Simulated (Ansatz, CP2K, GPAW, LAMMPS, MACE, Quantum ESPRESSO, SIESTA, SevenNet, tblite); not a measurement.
# Codes compared on glassy 94B2O3-6CaO (mol %) (77 atoms)

Aim: run glassy 94B2O3-6CaO (mol %) (77 atoms) in several programs and set results and cost side by side. A plane-wave run serves as the reference.

Program: Ansatz 0.2.0. Level of theory: Kohn-Sham DFT, PBE, PAW, plane waves. Results are calculated unless marked as measured.

### Step 1. The structure

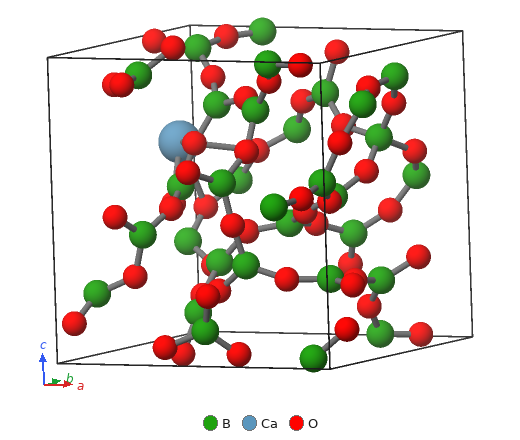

The starting structure, seen slightly off an axis (boron green, calcium blue, oxygen red). Some periodic images of atoms are drawn too.

The cell holds 77 atoms: 30 B, 1 Ca and 46 O. Its edges and angles: a = 9.702 Å, b = 9.702 Å, c = 9.702 Å, α = 90.0°, β = 90.0°, γ = 90.0°. 77 atoms (30 B, 1 Ca, 46 O) placed at random at 1.98 g/cm³, melted at 3000 K for 20 ps at fixed volume with the Buckingham and Coulomb pair potential of Guillot and Sator (Geochim. Cosmochim. Acta 71, 1249 (2007)) with the boron terms of Wang et al. (J. Non-Cryst. Solids 498, 294 (2018)). Quenched from 3000 K to 300 K at 20 K/ps and fixed volume, held 10 ps at zero pressure.

### Step 2. The reference run

The PAW files are the set soft_2.

File input.yaml:

```yaml
crystal:
  lattice:
    - [9.70233, 0.0, 0.0]
    - [0.0, 9.70233, 0.0]
    - [0.0, 0.0, 9.70233]
  atoms:
    - { symbol: B, position: [0.3838, 0.99389, 0.66768] }
    - { symbol: B, position: [0.081, 0.78393, 0.31849] }
    - { symbol: B, position: [0.68578, 0.233, 0.96657] }
    - { symbol: B, position: [0.16672, 0.73058, 0.95723] }
    [... 67 atom lines left out ...]
    - { symbol: O, position: [0.90086, 0.30832, 0.70525] }
    - { symbol: O, position: [0.91477, 0.49236, 0.86579] }
    - { symbol: O, position: [0.92698, 0.31627, 0.24022] }
    - { symbol: O, position: [0.94427, 0.74773, 0.28735] }
    - { symbol: O, position: [0.00275, 0.12194, 0.11749] }
    - { symbol: O, position: [0.38805, 0.61493, 0.37438] }
kpoints:
  mp_grid: { grid: [1, 1, 1] }
hamiltonian:
  xc: pbe
scf:
  occupations: { method: fermi_dirac, width: 0.05 }
output:
  forces: true
  eigenvalues: true
  populations: true
  stress: true
```

Command:

```console
$ ansatz run input.yaml --threads 8 --pin off --max-ram 15872MiB --backend cpu --events-out ev --progress --plain --runs-dir out
```

Numbers of over 12 decimals in the logs are rounded to 6 here.

What it wrote:

```text
[...]
Pseudopotentials: kind: paw
Pseudopotential: B, paw, valence charge 3, recommended cutoff 420 eV (normal), B.paw.azcp
Pseudopotential: Ca, paw, valence charge 10, recommended cutoff 420 eV (normal), Ca.paw.azcp
Pseudopotential: O, paw, valence charge 6, recommended cutoff 420 eV (normal), O.paw.azcp
[... 5 lines on functional and potentials left out ...]
Crystal: 77 atoms, lattice volume = 913.331 Å³
Basis set: ecut = 420 eV, 17845 PW (Γ), exchange–correlation on 144×144×144 points (8 copies of the dense FFT grid, shifted against one another)
Bands: 265, of which v1, the nominal top of the filled ones, is band 188 counted from 1 (187 counted from 0)
Symmetry: 1 space group operations
Space group: P1 (ITA 1), of the structure as read, at distance tolerance 9.7e-5 Å
k-points: 1
[... 7 lines on functional and potentials left out ...]
Initial density: superposition of atomic densities (neutral atoms: chi_scale 0, normalization atom), corrected by the library's trained network
Initial wavefunctions: pseudopotential atomic-orbital guess
[...]
SCF iter   1: F=—  HF=-32653.098788 eV  |F-HF|=—  |Δ(HF+E_count)|=         —  Δρ=4.11e-3  dr2=1.39e-1  ethr=1.77e-3  ⟨swp⟩=7.0  Hψ=1282  notcnv=0  defer=42
preconditioner: auto → Resta (q_TF=auto, 2.353 Å⁻¹)  ε∞=3.1  [insulator: Δε(μ)=3.949 eV  Ē_g=16.405 eV  σ=0.050 eV  W_gap=1.00  n_scr=202 (ndim 8)  ℏωp=23.8 eV  f_vac=0.188  D(μ)=0.00/eV (n_scr^D=0)  ε∞_Penn≈3.1]
[...]
SCF iter   8: F=—  HF=-32653.107299 eV  |F-HF|=—  |Δ(HF+E_count)|=   8.20e-7  Δρ=5.30e-6  dr2=2.74e-7  ethr=6.58e-10  ⟨swp⟩=3.0  Hψ=382  notcnv=0  defer=70
SCF iter   9: F=-32653.107299 eV  HF=-32653.107299 eV  |F-HF|=2.80e-9  |Δ(HF+E_count)|=   1.07e-7  Δρ=2.12e-6  dr2=3.78e-8  ethr=2.66e-11  ⟨swp⟩=19.0  Hψ=1656  notcnv=0
SCF 1 converged in 9 iterations: F = -32653.107299 eV  dr2 = 3.78e-8
[...]
SCF converged after 9 iterations
Free energy (F): -32653.107299 eV
Harris-Foulkes:  -32653.107299 eV  (|F-HF|=2.80e-9)
Internal energy: -32653.107299 eV  (E = F + TS)
E sigma→0 (E₀):  -32653.107299 eV
Fermi energy:    4.064468 eV
--- Per-component energies (eV) ---
[...]
Σ components = -32653.107299   (vs F -32653.107299, Δ=0.00e0)
--- Forces (eV/Å), atoms counted from 1 ---
  atom   1  B      1.60655837     0.03223386    -0.08004552
  atom   2  B     -0.02220251    -2.19415432    -1.06222516
  atom   3  B     -0.96550386    -1.45392569    -0.12843032
  atom   4  B      0.64080710     1.21554271    -0.42884041
[...]
atom  77  O      0.68949126    -0.23325013    -0.98010209
  max |Σ_I F_I| component: 9.26e-5 eV/Å
--- Stress (GPa, compression-positive) ---
       -8.646991       0.875571      -4.345548
        0.875559     -12.534566      -0.464427
       -4.345548      -0.464389      -5.938116
  P = ⅓ Tr σ = -9.0399 GPa (-90.399 kbar)
--- Band table (eV) ---
  k-point 0: bands = ["-38.0021", "-19.6264", "-19.2296", "-19.0938", [... 249 levels ...], "12.8626", "12.9092", "12.9180", "12.9751", "13.0370", "13.1701", "13.1991", "13.3002", "13.3523", "13.4492", "13.6330", "13.6690"]
--- Löwdin populations: 77 sites ---
  site symbol       q [e]
     0      B      2.3096
     1      B      2.3115
     2      B      2.3242
[...]
76      O      6.3953
  spilling = 0.009090 (of n_electrons = 376.000000)
```

Wall time 4.3 s (8 threads of Arm Neoverse V2, shared host); peak memory 1.1 GiB.

Read from the output:

```
free energy                                      : -32653.1073 eV
free energy per atom                             : -424.0663 eV/atom
SCF cycles                                       : 9
pressure                                         : -9.04 GPa
r.m.s. force component                           : 0.9446 eV/Å
longest force                                    : 4.238 eV/Å
Fermi energy                                     : 4.064 eV
gap (highest filled to lowest empty level) : 3.847 eV
spilling of the projection                       : 0.00909
```

Length of the force by element:

| element | coordination | atoms | mean length of the force (eV/Å) | spread | least | most |
| --- | --- | --- | --- | --- | --- | --- |
| B | all | 30 | 1.90 | 0.912 | 0.286 | 4.24 |
| Ca | all | 1 | 1.85 | 0 | 1.85 | 1.85 |
| O | all | 46 | 1.07 | 0.608 | 0.162 | 3.11 |

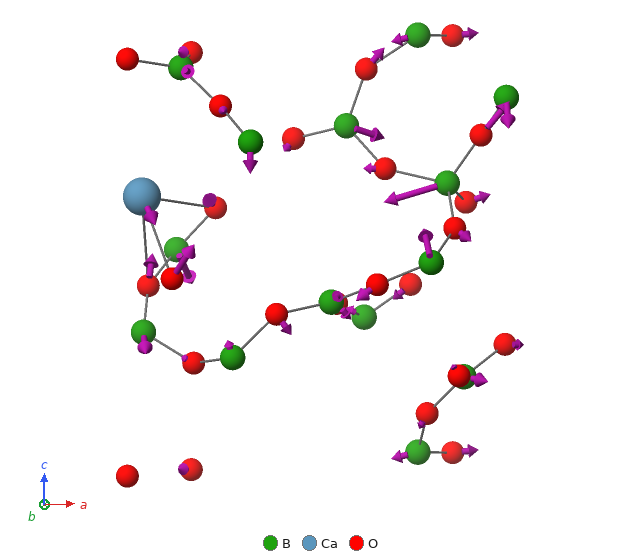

Forces as arrows; the longest in the cell is 4.24 eV/Å. Drawn is a slice 4 Å thick, seen along the normal of the ac plane. Bonds to atoms that aren't drawn are left out.

Löwdin charges by element (they lack the spilled electrons, 0.044 e an atom on average):

| element | coordination | atoms | mean charge (e) | spread | least | most |
| --- | --- | --- | --- | --- | --- | --- |
| B | all | 30 | 0.667 | 0.0301 | 0.568 | 0.722 |
| Ca | all | 1 | 1.84 | 0 | 1.84 | 1.84 |
| O | all | 46 | -0.401 | 0.0512 | -0.681 | -0.363 |

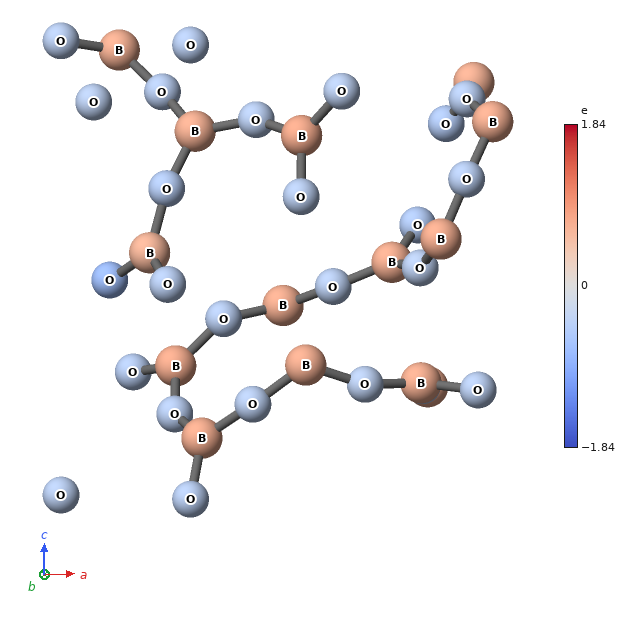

Atoms coloured by Löwdin charge. Drawn is a slice 5 Å thick, seen along the normal of the ac plane. Bonds to atoms that aren't drawn are left out.

The levels nearest the highest filled one (over half full), pooled over k-points and spins:

| level less the highest filled one (eV) | occupation |
| --- | --- |
| -0.737 | 2 |
| -0.626 | 2 |
| -0.515 | 2 |
| -0.370 | 2 |
| -0.167 | 2 |
| 0 | 2 |
| 3.85 | 0 |
| 4.14 | 0 |
| 4.29 | 0 |
| 4.44 | 0 |
| 4.58 | 0 |
| 4.70 | 0 |

### Step 3. The ladder

The programs:
- CP2K 2026.2: Gaussian basis with GTH pseudopotentials and a plane-wave density; labels give functional, basis (MOLOPT sets; SR short-range, UZH the newer set with its own potentials), grid cutoff/relative cutoff and solver (OT: orbital transformation; TRS4, TC2, SIGN: linear-scaling purification with its sparsity filter), or its built-in tight binding.
- GPAW 26.7.0: PAW with atomic orbitals (LCAO), plane waves or a real-space grid of spacing h.
- MACE: machine-learned potential, published weights.
- Quantum ESPRESSO 7.5: plane waves; labels (QE) give functional, pseudopotential set and cutoffs of waves/density.
- SIESTA 5.4.2: numerical atomic orbitals, whose automatically made sets are far from complete, with PseudoDojo norm-conserving potentials that we converted to its format (checked against plane waves on the same files for H, C, O, Si, Ge and Ca alone); labels give functional, basis size, energy shift and mesh cutoff.
- SevenNet: machine-learned potential, published weights.
- tblite 0.8.0: extended tight binding, driven from Python.

All use the same cell and atoms; the electronic-structure runs use the same k-mesh, and an electronic temperature of 580 K (0.05 eV) where levels are smeared.

Differences are against the plane-wave reference, forces as r.m.s. over components; share is that over the reference's r.m.s. force, slope the least-squares factor from reference forces to these. Total energies of different programs have different zeros and aren't compared.

| run | Δ force, r.m.s. (meV/Å) | share (%) | slope | Δ pressure (GPa) | Δ gap (eV) | cores | CPU time | memory (GiB) |
| --- | --- | --- | --- | --- | --- | --- | --- | --- |
| reference | - | - | - | - | - | 8 | 30 s | 1.1 |
| CP2K PBE, DZVP-MOLOPT-SR, 600/50 Ry, TRS4 filter 1e-06, SCF 1e-06 | 100 | 10.6 | 1.008 | 1.35 | - | 4 | 2.2 min | 2.1 |
| CP2K PBE, DZVP-MOLOPT-SR, 600/50 Ry, diagonalisation | 78.4 | 8.30 | 1.026 | 1.38 | -0.103 | 4 | 2.9 min | 3.1 |
| CP2K PBE, DZVP-UZH, 600/50 Ry, diagonalisation | 80.6 | 8.53 | 1.026 | 1.18 | -0.0855 | 4 | 3.6 min | 3.1 |
| CP2K PBE, SZV-MOLOPT-SR, 600/50 Ry, diagonalisation (coarse) | 597 | 63.2 | 1.047 | 19.8 | -0.663 | 1 | 96 s | 2.1 |
| GPAW PBE, LCAO dzp, h 0.18 Å | 141 | 14.9 | 1.026 | - | -0.126 | 1 | 89 s | 0.99 |
| GPAW PBE, LCAO szp(dzp), h 0.18 Å (coarse) | 405 | 42.8 | 1.017 | - | -0.569 | 1 | 63 s | 0.94 |
| MACE MP-0b2 small potential | 153 | 16.1 | 0.889 | -0.0274 | - | 1 | 5.8 s | 0.67 |
| MACE MP-0b3 medium potential | 122 | 12.9 | 0.909 | 0.239 | - | 1 | 7 s | 1.1 |
| QE PBE+D3(BJ), sssp-1.3.0-efficiency, 60/480 Ry | 15.1 | 1.60 | 0.997 | -1.88 | 0.0049 | 2 | 4.7 min | 2.3 |
| QE PBE, sssp-1.3.0-efficiency, 60/480 Ry | 14.5 | 1.54 | 0.998 | -0.650 | 0.0049 | 2 | 4.6 min | 2.2 |
| SIESTA PBE, DZP, shift 0.01 Ry, mesh 200 Ry | 100 | 10.6 | 1.020 | 1.07 | -0.104 | 2 | 77 s | 0.85 |
| SIESTA PBE, DZP, shift 0.01 Ry, mesh 500 Ry | 99.5 | 10.5 | 1.020 | 1.10 | -0.104 | 2 | 4.3 min | 2.0 |
| SIESTA PBE, SZ, shift 0.01 Ry, mesh 500 Ry (coarse) | 690 | 73.1 | 0.961 | 20.3 | -0.815 | 1 | 86 s | 0.91 |
| SIESTA PBE, SZ, shift 0.02 Ry, mesh 500 Ry (coarse) | 621 | 65.8 | 0.983 | 16.9 | -0.822 | 1 | 66 s | 0.79 |
| SIESTA PBE, SZP, shift 0.01 Ry, mesh 500 Ry (coarse) | 431 | 45.7 | 1.022 | 11.6 | -0.519 | 2 | 3.8 min | 1.9 |
| SevenNet l3i5 potential | 77.1 | 8.16 | 0.960 | -0.0539 | - | 1 | 8.9 s | 1.6 |
| tblite GFN1-xTB | 292 | 30.9 | 0.805 | 0.294 | - | 1 | 2.6 s | 0.11 |
| tblite GFN2-xTB | 311 | 32.9 | 0.764 | -2.13 | - | 1 | 5.7 s | 0.11 |

Rows marked coarse were listed beforehand as settings not expected to be converged; some can still land near the reference.

Times of the machine-learned potentials are mostly Python's start and the loading of weights.

CPU time is summed over cores on a shared host, where runs went side by side, so it is rough. Symmetry, cutoffs, thresholds, outputs and thread counts weren't matched or tuned between programs; memory under MPI is the largest rank's times the ranks.

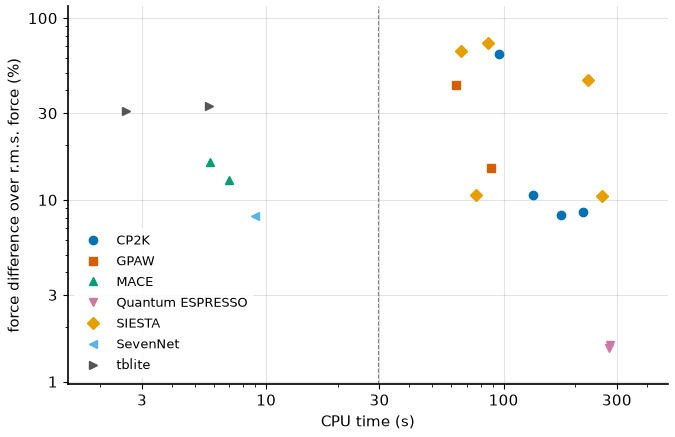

Force difference against CPU time; the dashed line marks the reference's time.

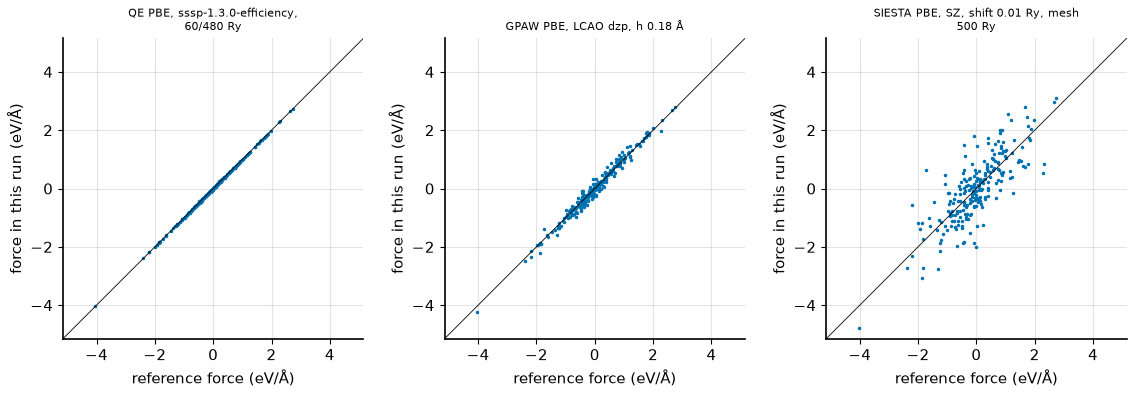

Force components against those of the reference; the line marks equality.

Runs without a result: CP2K GFN1-xTB, diagonalisation (not converged, the SCF not settling); SIESTA PBE, SZ, shift 0.02 Ry, mesh 500 Ry, order-N, radius 3.5 Å, eta -3.14 eV (stopped at the start: stopping program Stopping Program from Node:    1); CP2K HSE06 with ADMM, PBE0 potentials, DZVP-UZH, 600/50 Ry, OT DIIS (cut off at its time limit of 48 min); SIESTA PBE, SZ, shift 0.02 Ry, mesh 500 Ry, order-N, radius 4.5 Å, eta -3.14 eV (stopped at the start: stopping program Stopping Program from Node:    1).

Mean charges by element (e), by run and scheme:

| run | scheme | B | Ca | O |
| --- | --- | --- | --- | --- |
| reference | Löwdin | +0.67 | +1.84 | -0.40 |
| CP2K PBE, DZVP-MOLOPT-SR, 600/50 Ry, TRS4 filter 1e-06, SCF 1e-06 | Mulliken | +0.31 | +1.12 | -0.23 |
| CP2K PBE, DZVP-MOLOPT-SR, 600/50 Ry, diagonalisation | Mulliken | +0.31 | +1.11 | -0.23 |
| CP2K PBE, DZVP-UZH, 600/50 Ry, diagonalisation | Mulliken | +0.41 | +1.32 | -0.30 |
| SIESTA PBE, DZP, shift 0.01 Ry, mesh 200 Ry | Hirshfeld | +0.24 | +0.52 | -0.17 |
| SIESTA PBE, DZP, shift 0.01 Ry, mesh 500 Ry | Hirshfeld | +0.24 | +0.52 | -0.17 |
| tblite GFN1-xTB | Mulliken | +0.68 | +0.44 | -0.45 |
| tblite GFN2-xTB | Mulliken | +0.64 | +0.56 | -0.43 |

The reference's Löwdin charges lack the electrons that the projection spills, 0.044 e an atom on average.

Within one program, basis, potentials and functional, energies share a zero. Each run against its twin at the usual cutoff or grid and solver:

| run | twin | Δ energy (meV/atom) | Δ force, r.m.s. (meV/Å) | CPU time over the twin's |
| --- | --- | --- | --- | --- |
| CP2K PBE, DZVP-MOLOPT-SR, 600/50 Ry, TRS4 filter 1e-06, SCF 1e-06 | DZVP-MOLOPT-SR, 600/50 Ry, diagonalisation | 0.175 | 64.6 | 0.76 |
| SIESTA PBE, DZP, shift 0.01 Ry, mesh 200 Ry | DZP, shift 0.01 Ry, mesh 500 Ry | 2.00 | 4.94 | 0.30 |

### Step 4. Results

- reference r.m.s. force component: 0.945 eV/Å
- nearest in forces: QE PBE, sssp-1.3.0-efficiency, 60/480 Ry, 1.5 %
- farthest in forces: SIESTA PBE, SZ, shift 0.01 Ry, mesh 500 Ry (coarse), 73 %
- cheapest electronic-structure run beside the reference: tblite GFN1-xTB, 2.6 s of CPU time

What this shows: PBE on plane waves or a grid with other potentials, cutoffs or grids, coarse settings apart, differs from the reference by 1.5 % (QE PBE, sssp-1.3.0-efficiency, 60/480 Ry) of the r.m.s. force; this holds the reference's own error, so differences of a few per cent don't tell which side is nearer the exact PBE result (QE's 60 Ry are 816 eV, against the reference's 420 eV). The PBE runs in local orbitals, coarse settings apart, differ by 8.3 % (CP2K PBE, DZVP-MOLOPT-SR, 600/50 Ry, diagonalisation) to 15 % (GPAW PBE, LCAO dzp, h 0.18 Å); basis, grid and potentials can all enter. Tight binding differs by 31 % (tblite GFN1-xTB) to 33 % (tblite GFN2-xTB); it is another model, with fitted parameters of its own, and the xTB methods hold dispersion. Machine-learned potentials differ by 8.2 % (SevenNet l3i5 potential) to 16 % (MACE MP-0b2 small potential); they were trained on other programs' data. Rows with another functional or a dispersion term differ by 1.6 % (QE PBE+D3(BJ), sssp-1.3.0-efficiency, 60/480 Ry), which mixes the change of model with differences of basis and potentials. Runs with settings chosen to be coarse differ by 43 % (GPAW PBE, LCAO szp(dzp), h 0.18 Å) to 73 % (SIESTA PBE, SZ, shift 0.01 Ry, mesh 500 Ry), their programs' other errors included. Of the electronic-structure runs that take under half the reference's CPU time, tblite GFN1-xTB comes nearest, at 31 % in 2.6 s against 30 s. At the same functional, gaps differ from the reference's 3.85 eV by between -0.82 and +0.00 eV. In pressure, SIESTA PBE, SZ, shift 0.01 Ry, mesh 500 Ry misses by +20.3 GPa, at the same functional. Charges hang on model, scheme and program or settings: among these rows the mean for Ca runs from +0.44 to +1.84 e. In the reference: filled and empty levels are parted by 3.85 eV (at Γ alone); a semilocal functional tends to put such gaps too low. In a disordered cell it changes from sample to sample, and tail or defect levels can set it. In the reference: mean Löwdin charges: B +0.67, Ca +1.84, O -0.40 e (they miss 0.91 % of the electrons, so they add up to more than the cell's charge). Periodic xTB results under one method name differ between programs and library versions. Machine-learned potentials mimic data converged in k, so the reference's own k-point error enters their differences. The quench rate of 20 K/ps is many orders above laboratory rates, so the cell is likely richer in defects and strain than a real sample. The network of bonds at the start is that of the classical potential that made the cell, and needn't be the one that DFT or experiment would give. The reference's stress is far from hydrostatic: its diagonal is -8.6, -12.5, -5.9 GPa, compression counted positive. The electronic-structure runs sample only Γ, in a cell whose shortest periodic width is 10 Å.

[Also dropped from logs without a mark: logging warnings of Python, and SIESTA's first energy breakdown and zero terms.]

[Logs are printed without paths, hosts, clocks, repeated set-up lines and the standing remarks that a program may print on its own settings, such as how far it seeks lower states.]

[Hosts, paths, dates, database ids (printed as entryN), source tags and the programs' standing remarks are cut or masked in the printed files.]
